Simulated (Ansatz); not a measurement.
System: Ge2H4S2 (cyclo-(H2GeS)2).

The calculation's input:

```
crystal:
  periodic: [false, false, false]
  atoms:
    - {symbol: Ge, position_ang: [1.427237, 0.044445, 0.400980]}
    - {symbol: H, position_ang: [2.142475, -1.069879, 1.182908]}
    - {symbol: H, position_ang: [2.381893, 1.208929, 0.089116]}
    - {symbol: S, position_ang: [-0.430011, 0.742092, 1.448340]}
    - {symbol: Ge, position_ang: [-1.427215, -0.044233, -0.401074]}
    - {symbol: H, position_ang: [-2.379385, -1.210352, -0.087650]}
    - {symbol: H, position_ang: [-2.145297, 1.068286, -1.182936]}
    - {symbol: S, position_ang: [0.430302, -0.739296, -1.449673]}
basis:
  gaussian: {orbitals: def2-TZVP, initial_orbitals: start.molden}
hamiltonian: {xc: pbe0, dispersion: d4}
scf: {omitted_lower_state_checks: [starts]}
output: {orbitals: {seedname: orbitals}}
```

Command:

```sh
ansatz run in.yaml --threads 2 --pin off --events-out ev --progress --plain --max-ram 32768MiB --backend cpu
```

Geometry: PBE0-D4/def2-SVP.

These are results of RKS PBE0-D4/def2-TZVP in Ansatz, not measurements.

What can the converged electron density and electron localisation function tell about the bonding?

Ge–S (2.24 Å): ρ is about 0.71 e/Å³ halfway; the ELF peaks at about 0.85 in the valence shell of S, 1.0 Å from its nucleus, and is about 0.80 at the midpoint.

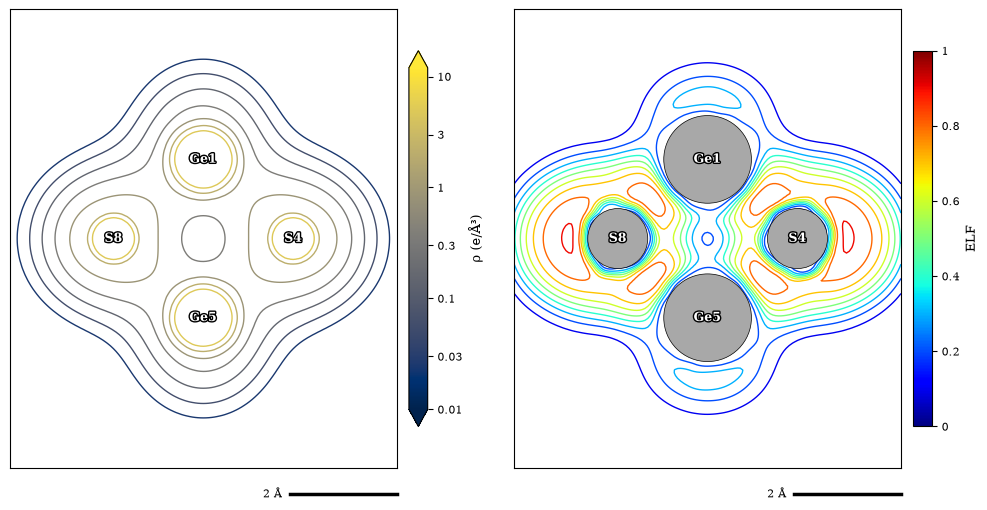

Computed electron density and electron localisation function on the plane of atoms S4, Ge5 and S8, in this order. Grey discs cover the atomic cores in the ELF map. 
